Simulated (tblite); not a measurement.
**C₇H₁₀FPSi: geometry relaxation (part 2 of 4)**

The same run, continued: C₇H₁₀FPSi; GFN2-xTB geometry optimisation, gas phase (tblite 0.8.0). 

Geometry of the input (Å):
```
F  3.2421  -2.4938  -0.2605
C  2.9739  -1.2008  -0.5596
Si 4.0540  0.2217  -0.1329
C  1.8634  -0.9412  -1.1715
P  0.4185  -0.6137  -1.9172
C  -0.9319  -0.0627  -0.7555
C  -1.3069  1.2118  -0.6568
C  -2.3980  1.2666  0.3876
C  -3.0133  -0.1407  0.2504
C  -1.7113  -0.9306  0.1769
H  4.3166  0.9841  -1.3566
H  3.4184  1.0519  0.9264
H  5.2893  -0.3422  0.4476
H  -0.8991  2.0626  -1.2193
H  -1.9073  1.3038  1.3731
H  -3.1315  2.0526  0.2171
H  -3.5290  -0.1908  -0.7193
H  -3.6236  -0.4316  1.1167
H  -1.8627  -1.9462  -0.1644
H  -1.2668  -0.8500  1.1954
```

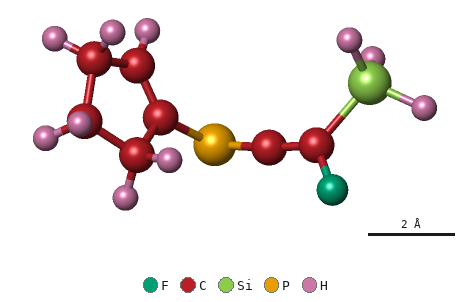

*The geometry at step 77 of the log (ball-and-stick view, seen at a tilt).*

## Trajectory as extended XYZ, continued
```
20
Properties=species:S:1:pos:R:3:forces:R:3 step=41 energy=-788.32359
F     3.1027   -2.3902    0.1014    0.0070   0.0000   0.0080
C     2.7707   -1.1686   -0.4157   -0.0180   0.0000   0.0300
Si    4.0547    0.2025   -0.0913    0.0150   0.0090   0.0060
C     1.6382   -0.9734   -1.0235    0.0020  -0.0050  -0.0070
P     0.4443   -0.4905   -2.0388    0.0030  -0.0120  -0.0290
C    -0.8395    0.0223   -0.8405    0.0020   0.0420  -0.0010
C    -1.2619    1.2633   -0.6292   -0.0680   0.0190  -0.0040
C    -2.4340    1.3108    0.3043   -0.0240  -0.0610   0.0440
C    -2.8515   -0.1661    0.4309   -0.0220  -0.0590   0.0010
C    -1.6407   -0.9807   -0.0518    0.0180   0.0000  -0.0060
H     4.2400    0.9013   -1.3617   -0.0070   0.0350   0.0080
H     3.5189    1.0970    0.9362   -0.0020   0.0070  -0.0050
H     5.2822   -0.4444    0.3603   -0.0030  -0.0410   0.0090
H    -0.8394    2.1608   -1.0486   -0.0050  -0.0250  -0.0350
H    -2.1445    1.7226    1.2751    0.0440   0.0380  -0.0290
H    -3.2390    1.9338   -0.0936    0.0510  -0.0170   0.0330
H    -3.7047   -0.3660   -0.2185   -0.0020   0.0210   0.0010
H    -3.1353   -0.4293    1.4489    0.0000   0.0250  -0.0140
H    -1.9251   -1.8466   -0.6522   -0.0160   0.0200  -0.0060
H    -1.0412   -1.3476    0.7858    0.0240   0.0080  -0.0030
20
Properties=species:S:1:pos:R:3:forces:R:3 step=47 energy=-788.32856
F     3.0823   -2.3851    0.1222   -0.0200   0.0580   0.0010
C     2.7577   -1.1582   -0.3934   -0.0380  -0.0310  -0.0340
Si    4.0601    0.1999   -0.0772   -0.0380  -0.0320   0.0120
C     1.6322   -0.9606   -1.0161    0.0040   0.0010  -0.0070
P     0.4448   -0.4914   -2.0486    0.0470  -0.0060   0.0260
C    -0.8518    0.0263   -0.8639    0.0390  -0.0050  -0.0290
C    -1.2853    1.2632   -0.6546    0.0590   0.0030  -0.0020
C    -2.4289    1.3056    0.3116    0.0060   0.0190  -0.0260
C    -2.8378   -0.1723    0.4428   -0.0290   0.0250   0.0160
C    -1.6354   -0.9818   -0.0671   -0.0300  -0.0010   0.0270
H     4.2288    0.9017   -1.3466    0.0190   0.0400  -0.0220
H     3.5256    1.1013    0.9444    0.0230   0.0020   0.0250
H     5.2868   -0.4622    0.3594   -0.0380  -0.0100   0.0060
H    -0.8673    2.1577   -1.0831   -0.0250   0.0210  -0.0340
H    -2.1075    1.7349    1.2649    0.0240  -0.0470   0.0100
H    -3.2450    1.9241   -0.0639   -0.0210   0.0200   0.0060
H    -3.6999   -0.3616   -0.1990    0.0040  -0.0220   0.0470
H    -3.1053   -0.4362    1.4642   -0.0120  -0.0030  -0.0090
H    -1.9409   -1.8364   -0.6719    0.0230  -0.0280  -0.0050
H    -1.0183   -1.3580    0.7534    0.0040  -0.0040  -0.0060
20
Properties=species:S:1:pos:R:3:forces:R:3 step=53 energy=-788.33386
F     3.0513   -2.3710    0.1484   -0.0050  -0.0170   0.0140
C     2.7410   -1.1504   -0.3840    0.0180   0.0470   0.0000
Si    4.0537    0.1967   -0.0656    0.0000   0.0320  -0.0040
C     1.6226   -0.9479   -1.0154   -0.0080  -0.0260  -0.0170
P     0.4495   -0.4904   -2.0666   -0.0690   0.0100  -0.0070
C    -0.8607    0.0276   -0.8940   -0.0180  -0.0110   0.0130
C    -1.2999    1.2638   -0.6898   -0.0430  -0.0280  -0.0170
C    -2.4161    1.3020    0.3123    0.0230   0.0190  -0.0070
C    -2.8281   -0.1740    0.4522    0.0530   0.0120  -0.0160
C    -1.6322   -0.9814   -0.0783    0.0510   0.0160  -0.0390
H     4.2251    0.9166   -1.3287    0.0080  -0.0130   0.0320
H     3.5475    1.1004    0.9695    0.0010  -0.0120   0.0140
H     5.2730   -0.4817    0.3685   -0.0380  -0.0100  -0.0160
H    -0.9145    2.1599   -1.1481   -0.0040  -0.0360   0.0270
H    -2.0451    1.7094    1.2575   -0.0140  -0.0060   0.0100
H    -3.2446    1.9315   -0.0159    0.0210   0.0080  -0.0060
H    -3.7036   -0.3666   -0.1669   -0.0150  -0.0080  -0.0490
H    -3.0840   -0.4382    1.4757    0.0420   0.0050   0.0410
H    -1.9431   -1.8371   -0.6814    0.0190   0.0080   0.0210
H    -0.9970   -1.3585    0.7282   -0.0210   0.0090   0.0060
20
Properties=species:S:1:pos:R:3:forces:R:3 step=59 energy=-788.33683
F     3.0376   -2.3547    0.1594   -0.0070  -0.0030   0.0090
C     2.7263   -1.1375   -0.3841   -0.0090   0.0000   0.0050
Si    4.0428    0.2027   -0.0576    0.0000   0.0120   0.0000
C     1.6098   -0.9488   -1.0228    0.0010   0.0150  -0.0270
P     0.4393   -0.4952   -2.0794   -0.0150  -0.0060  -0.0520
C    -0.8667    0.0252   -0.9089   -0.0220  -0.0090   0.0080
C    -1.3148    1.2589   -0.7119    0.0230   0.0110   0.0150
C    -2.4062    1.3012    0.3143   -0.0050  -0.0150   0.0040
C    -2.8189   -0.1740    0.4535    0.0060  -0.0200   0.0010
C    -1.6235   -0.9805   -0.0808   -0.0080  -0.0180   0.0160
H     4.2333    0.9322   -1.3105   -0.0120   0.0020   0.0100
H     3.5552    1.0981    0.9925   -0.0140  -0.0040   0.0110
H     5.2467   -0.5054    0.3651    0.0110  -0.0160   0.0040
H    -0.9405    2.1513   -1.1818    0.0220   0.0290  -0.0070
H    -2.0113    1.6938    1.2565    0.0000   0.0120  -0.0120
H    -3.2355    1.9416    0.0119   -0.0040  -0.0070  -0.0090
H    -3.6946   -0.3669   -0.1693    0.0240   0.0030   0.0400
H    -3.0647   -0.4367    1.4817   -0.0030  -0.0010  -0.0390
H    -1.9341   -1.8419   -0.6748   -0.0020  -0.0050   0.0030
H    -0.9855   -1.3526    0.7247    0.0150   0.0210   0.0200
20
Properties=species:S:1:pos:R:3:forces:R:3 step=65 energy=-788.34009
F     2.9856   -2.3248    0.2025   -0.0540   0.0220  -0.0180
C     2.6903   -1.1157   -0.3727   -0.0020  -0.0130  -0.0360
Si    4.0264    0.2047   -0.0388   -0.0120  -0.0240   0.0020
C     1.6007   -0.9400   -1.0602   -0.0090   0.0190   0.0130
P     0.4243   -0.4997   -2.1186    0.0410  -0.0050   0.0130
C    -0.8693    0.0270   -0.9337    0.0340   0.0120  -0.0220
C    -1.3118    1.2609   -0.7250   -0.0150  -0.0030  -0.0300
C    -2.3970    1.2988    0.3083    0.0100  -0.0050   0.0020
C    -2.7899   -0.1805    0.4697   -0.0280   0.0070   0.0200
C    -1.6099   -0.9843   -0.0991   -0.0030   0.0240   0.0180
H     4.2207    0.9397   -1.2869   -0.0130   0.0260   0.0050
H     3.5626    1.0932    1.0294   -0.0010  -0.0200  -0.0100
H     5.2185   -0.5411    0.3570   -0.0040   0.0160   0.0120
H    -0.9460    2.1575   -1.1965    0.0180  -0.0180   0.0060
H    -1.9992    1.7121    1.2399   -0.0050  -0.0020   0.0140
H    -3.2383    1.9253    0.0062    0.0210  -0.0290  -0.0190
H    -3.6910   -0.3857   -0.1089    0.0080   0.0010  -0.0210
H    -2.9926   -0.4386    1.5067   -0.0090   0.0000   0.0300
H    -1.9319   -1.8400   -0.6961    0.0010   0.0030   0.0350
H    -0.9573   -1.3581    0.6942    0.0220  -0.0120  -0.0170
20
Properties=species:S:1:pos:R:3:forces:R:3 step=71 energy=-788.34377
F     2.9047   -2.2927    0.2288   -0.0100  -0.0430  -0.0020
C     2.6542   -1.0917   -0.3818   -0.0070  -0.0080   0.0100
Si    4.0055    0.2021   -0.0210    0.0060  -0.0070  -0.0040
C     1.5845   -0.9169   -1.0983    0.0110   0.0130  -0.0140
P     0.4080   -0.5082   -2.1665   -0.0450   0.0140   0.0430
C    -0.8722    0.0232   -0.9650   -0.0080   0.0000  -0.0080
C    -1.3122    1.2567   -0.7502    0.0140  -0.0080   0.0340
C    -2.3773    1.2933    0.3059   -0.0010   0.0220  -0.0150
C    -2.7628   -0.1848    0.4875    0.0460   0.0080  -0.0190
C    -1.5904   -0.9829   -0.1019    0.0410  -0.0190  -0.0260
H     4.2039    0.9673   -1.2493   -0.0080   0.0250  -0.0070
H     3.5616    1.0706    1.0704   -0.0150  -0.0090   0.0100
H     5.1863   -0.5701    0.3575    0.0030   0.0160   0.0040
H    -0.9485    2.1534   -1.2243   -0.0250  -0.0300   0.0040
H    -1.9721    1.7170    1.2296    0.0070   0.0130  -0.0170
H    -3.2271    1.9062    0.0052   -0.0170   0.0320   0.0040
H    -3.6717   -0.3985   -0.0750   -0.0080   0.0000  -0.0080
H    -2.9429   -0.4394    1.5298   -0.0070   0.0140   0.0130
H    -1.9235   -1.8466   -0.6782    0.0000  -0.0340  -0.0140
H    -0.9131   -1.3473    0.6744    0.0210   0.0010   0.0130
20
Properties=species:S:1:pos:R:3:forces:R:3 step=77 energy=-788.34581
F     2.8598   -2.2876    0.2249    0.0100  -0.0230  -0.0030
C     2.6352   -1.0820   -0.3887    0.0140  -0.0020   0.0010
Si    3.9947    0.1991   -0.0117   -0.0040   0.0100   0.0020
C     1.5787   -0.8981   -1.1222    0.0020  -0.0110   0.0020
P     0.3916   -0.5146   -2.1873    0.0010   0.0030  -0.0270
C    -0.8791    0.0161   -0.9809   -0.0060  -0.0130   0.0140
C    -1.3161    1.2499   -0.7644   -0.0040  -0.0010  -0.0190
C    -2.3638    1.2929    0.3062   -0.0040  -0.0030   0.0050
C    -2.7488   -0.1850    0.4883    0.0010  -0.0030   0.0110
C    -1.5757   -0.9860   -0.0969   -0.0040   0.0020   0.0140
H     4.1933    0.9925   -1.2240   -0.0110  -0.0100   0.0140
H     3.5525    1.0488    1.0955   -0.0180  -0.0050   0.0110
H     5.1757   -0.5749    0.3634   -0.0030   0.0080  -0.0160
H    -0.9645    2.1407   -1.2548    0.0040   0.0260  -0.0110
H    -1.9382    1.7098    1.2235    0.0070   0.0150   0.0020
H    -3.2160    1.9132    0.0262   -0.0020   0.0060  -0.0080
H    -3.6546   -0.3985   -0.0800   -0.0070   0.0000   0.0020
H    -2.9356   -0.4347    1.5307   -0.0060  -0.0070   0.0080
H    -1.9092   -1.8661   -0.6501    0.0310   0.0140  -0.0020
H    -0.8848   -1.3248    0.6799   -0.0020  -0.0080   0.0000
20
Properties=species:S:1:pos:R:3:forces:R:3 step=83 energy=-788.34715
F     2.8585   -2.3012    0.2010    0.0180   0.0240  -0.0110
C     2.6355   -1.0884   -0.4016   -0.0200  -0.0170  -0.0180
Si    3.9828    0.2006   -0.0067   -0.0190  -0.0090   0.0060
C     1.5813   -0.9007   -1.1384    0.0080  -0.0180   0.0150
P     0.3853   -0.5189   -2.1947    0.0170   0.0060   0.0050
C    -0.8759    0.0112   -0.9771    0.0080   0.0190   0.0130
C    -1.3155    1.2461   -0.7700   -0.0040   0.0180   0.0140
C    -2.3587    1.2948    0.3063    0.0040   0.0060  -0.0030
C    -2.7486   -0.1828    0.4871   -0.0170   0.0060  -0.0020
C    -1.5657   -0.9835   -0.0796   -0.0040   0.0000   0.0010
H     4.1831    1.0086   -1.2082   -0.0210   0.0010   0.0030
H     3.5256    1.0322    1.1090   -0.0060  -0.0130   0.0010
H     5.1704   -0.5674    0.3558    0.0120   0.0000   0.0050
H    -0.9664    2.1363   -1.2653   -0.0100  -0.0080  -0.0120
H    -1.9262    1.7117    1.2214   -0.0010  -0.0130  -0.0100
H    -3.2079    1.9220    0.0295    0.0080  -0.0270   0.0000
H    -3.6443   -0.3935   -0.0991    0.0090  -0.0050   0.0010
H    -2.9599   -0.4336    1.5256    0.0300   0.0120  -0.0150
H    -1.8807   -1.8752   -0.6233   -0.0270  -0.0040  -0.0060
H    -0.8777   -1.3076    0.7058    0.0150   0.0230   0.0110
20
Properties=species:S:1:pos:R:3:forces:R:3 step=88 energy=-788.34891
F     2.8405   -2.3057    0.1860    0.0160  -0.0300   0.0060
C     2.6208   -1.0926   -0.4147    0.0260  -0.0030   0.0230
Si    3.9590    0.1949    0.0136    0.0110  -0.0010  -0.0190
C     1.5750   -0.9044   -1.1619   -0.0170  -0.0090  -0.0040
P     0.3786   -0.5160   -2.2152    0.0000   0.0140   0.0210
C    -0.8735    0.0122   -0.9860    0.0000  -0.0110  -0.0340
C    -1.3221    1.2458   -0.7901    0.0040  -0.0250  -0.0220
C    -2.3455    1.2952    0.3036   -0.0120  -0.0110  -0.0020
C    -2.7355   -0.1808    0.4907    0.0380  -0.0080  -0.0070
C    -1.5472   -0.9778   -0.0697    0.0110   0.0090  -0.0070
H     4.1465    1.0248   -1.1741   -0.0200   0.0270  -0.0050
H     3.4942    0.9988    1.1469    0.0020  -0.0270  -0.0040
H     5.1654   -0.5598    0.3486   -0.0350   0.0030   0.0120
H    -0.9924    2.1300   -1.3081   -0.0010   0.0080   0.0080
H    -1.8888    1.7060    1.2086   -0.0210   0.0130   0.0260
H    -3.1992    1.9207    0.0455   -0.0240   0.0320  -0.0010
H    -3.6301   -0.3961   -0.0967    0.0270  -0.0020   0.0190
H    -2.9426   -0.4283    1.5304    0.0000   0.0120  -0.0090
H    -1.8572   -1.8805   -0.6000    0.0100   0.0130   0.0310
H    -0.8511   -1.2757    0.7203   -0.0130  -0.0050  -0.0310
20
Properties=species:S:1:pos:R:3:forces:R:3 step=94 energy=-788.36114
F     2.8412   -2.4101    0.1155    0.0040   0.0350  -0.0470
C     2.5875   -1.1913   -0.4572   -0.0490  -0.0170  -0.0080
Si    3.8204    0.1667    0.0641   -0.0420   0.0250  -0.0040
C     1.5560   -0.9996   -1.2240    0.0070   0.0180   0.0220
P     0.4078   -0.4468   -2.2625    0.1080  -0.0750  -0.0180
C    -0.8297    0.0425   -1.0144   -0.0740   0.0250   0.0370
C    -1.3252    1.2634   -0.8495   -0.0370   0.0880   0.0470
C    -2.3266    1.3203    0.2663    0.0070   0.0130  -0.0040
C    -2.6328   -0.1652    0.5328   -0.0990   0.0640   0.0370
C    -1.4376   -0.9382   -0.0454   -0.0610   0.0140   0.0110
H     3.8729    1.1298   -1.0373   -0.0160  -0.0210   0.0650
H     3.2975    0.7749    1.2941    0.0530  -0.0130  -0.0520
H     5.1047   -0.4886    0.2950   -0.0030  -0.0110   0.0110
H    -1.0508    2.1425   -1.4088    0.0150  -0.0260   0.0070
H    -1.8826    1.8003    1.1497   -0.0670  -0.0330  -0.1560
H    -3.2165    1.8903   -0.0193    0.0920  -0.0680   0.0930
H    -3.5430   -0.4447   -0.0030    0.0510  -0.0080   0.0190
H    -2.7921   -0.3703    1.5915    0.0440   0.0000  -0.0470
H    -1.7466   -1.8622   -0.5340    0.0220  -0.0330  -0.0400
H    -0.7098   -1.2030    0.7241    0.0440   0.0230   0.0290
20
Properties=species:S:1:pos:R:3:forces:R:3 step=100 energy=-788.37002
F     2.7642   -2.4337    0.0972   -0.0150   0.0380  -0.0510
C     2.5201   -1.2111   -0.4716    0.0640  -0.0250   0.0340
Si    3.7208    0.1456    0.1196   -0.0290   0.0050   0.0550
C     1.5263   -1.0140   -1.2818   -0.0650   0.0060  -0.0300
P     0.4034   -0.4313   -2.3315    0.0080  -0.0230   0.0340
C    -0.8324    0.0521   -1.0726    0.0060  -0.0120  -0.0570
C    -1.3558    1.2645   -0.9257    0.0230   0.0120   0.0160
C    -2.2922    1.3273    0.2429   -0.0060  -0.0260  -0.0200
C    -2.5428   -0.1546    0.5704   -0.0130  -0.0100  -0.0050
C    -1.3605   -0.9163   -0.0452    0.0200   0.0320  -0.0480
H     3.6972    1.2053   -0.8864   -0.0020  -0.0190   0.0170
H     3.2144    0.6259    1.4105    0.0420  -0.0050  -0.0290
H     5.0312   -0.4816    0.2686    0.0040   0.0010  -0.0060
H    -1.1265    2.1309   -1.5250   -0.0140  -0.0390   0.0330
H    -1.8108    1.8479    1.0764    0.0140  -0.0080  -0.0080
H    -3.2122    1.8629    0.0098   -0.0330   0.0100  -0.0130
H    -3.4643   -0.4778    0.0876   -0.0580  -0.0050  -0.0060
H    -2.6396   -0.3364    1.6378    0.0120   0.0160   0.0450
H    -1.6652   -1.8658   -0.4935    0.0500   0.0630   0.0320
H    -0.5804   -1.1291    0.6901   -0.0090  -0.0110   0.0090
20
Properties=species:S:1:pos:R:3:forces:R:3 step=106 energy=-788.37403
F     2.7297   -2.4821    0.0444    0.0190   0.0060  -0.0130
C     2.4876   -1.2499   -0.4982   -0.0150   0.0020  -0.0060
Si    3.6308    0.1207    0.1692   -0.0010  -0.0050  -0.0060
C     1.5070   -1.0432   -1.3238    0.0280   0.0130   0.0090
P     0.4107   -0.4095   -2.3713   -0.0030   0.0010  -0.0140
C    -0.8198    0.0647   -1.1086   -0.0160  -0.0050  -0.0080
C    -1.3720    1.2657   -0.9755    0.0000  -0.0010   0.0060
C    -2.2778    1.3334    0.2157   -0.0080   0.0000   0.0010
C    -2.4773   -0.1440    0.5949    0.0040   0.0080   0.0090
C    -1.2916   -0.8857   -0.0398    0.0010   0.0020   0.0120
H     3.5208    1.2449   -0.7575   -0.0040  -0.0120   0.0110
H     3.1326    0.4783    1.4996    0.0230  -0.0010   0.0120
H     4.9821   -0.4267    0.2406    0.0120  -0.0190   0.0040
H    -1.1783    2.1242   -1.5947   -0.0120   0.0100  -0.0220
H    -1.7777    1.8877    1.0166   -0.0310  -0.0040   0.0030
H    -3.2184    1.8412   -0.0013    0.0010  -0.0060  -0.0050
H    -3.4109   -0.5087    0.1649    0.0030   0.0060  -0.0040
H    -2.5203   -0.2916    1.6722   -0.0110   0.0090   0.0070
H    -1.5735   -1.8556   -0.4525    0.0030   0.0030   0.0120
H    -0.4888   -1.0534    0.6828    0.0080  -0.0080  -0.0070
20
Properties=species:S:1:pos:R:3:forces:R:3 step=112 energy=-788.37576
F     2.7308   -2.5032   -0.0032   -0.0150   0.0050  -0.0050
C     2.4740   -1.2614   -0.5158    0.0090   0.0070  -0.0270
Si    3.5944    0.1042    0.1960    0.0280  -0.0080   0.0160
C     1.5035   -1.0440   -1.3505   -0.0070  -0.0060   0.0020
P     0.4057   -0.4043   -2.3942    0.0140   0.0190   0.0260
C    -0.8216    0.0647   -1.1258    0.0090   0.0360   0.0020
C    -1.3836    1.2632   -1.0000   -0.0050  -0.0200  -0.0160
C    -2.2729    1.3375    0.2032   -0.0070   0.0080  -0.0050
C    -2.4469   -0.1351    0.6065   -0.0050  -0.0010   0.0010
C    -1.2558   -0.8687   -0.0272   -0.0130  -0.0110   0.0230
H     3.4341    1.2617   -0.6787    0.0150   0.0100  -0.0130
H     3.1116    0.4027    1.5468    0.0160  -0.0190   0.0110
H     4.9584   -0.4183    0.2293   -0.0080   0.0010  -0.0030
H    -1.2170    2.1137   -1.6384   -0.0020  -0.0060  -0.0160
H    -1.7749    1.9075    0.9934    0.0040   0.0260  -0.0080
H    -3.2235    1.8274   -0.0090   -0.0110   0.0100  -0.0110
H    -3.3777   -0.5158    0.1846    0.0010  -0.0250   0.0100
H    -2.4839   -0.2616    1.6864   -0.0030  -0.0260   0.0090
H    -1.5239   -1.8543   -0.4090   -0.0120  -0.0130  -0.0090
H    -0.4363   -1.0051    0.6833   -0.0060   0.0160   0.0130
```
